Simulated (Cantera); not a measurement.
Input: 1 mol SF6, 1.2 mol H2, 0.95 mol N2, held at 465 Torr.

Method: chemical equilibrium by Gibbs-energy minimisation in Cantera with the NASA 1993 tables (ideal gas, pure condensed phases). Candidate condensed phases: S; 35 gas species. The tables' values for SF3, S2F2 (SSF2), FS2F (FSSF) are old estimates; treat these amounts as uncertain. Equilibrium is a limit: real reactors are often held back by kinetics, nucleation or transport.

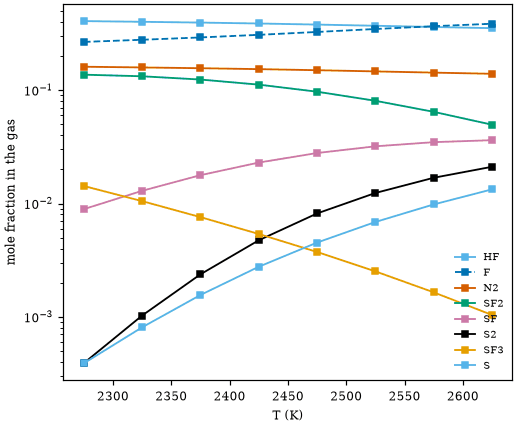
*Equilibrium gas composition (values under 1e-9 drawn at 1e-9)*

Problem. Read off the mole fractions at 2475 K.

Solution. HF about 0.38, F about 0.33, N2 about 0.15, SF2 about 0.097, SF about 0.028, S2 about 0.0082, S about 0.0045, SF3 about 0.0037.
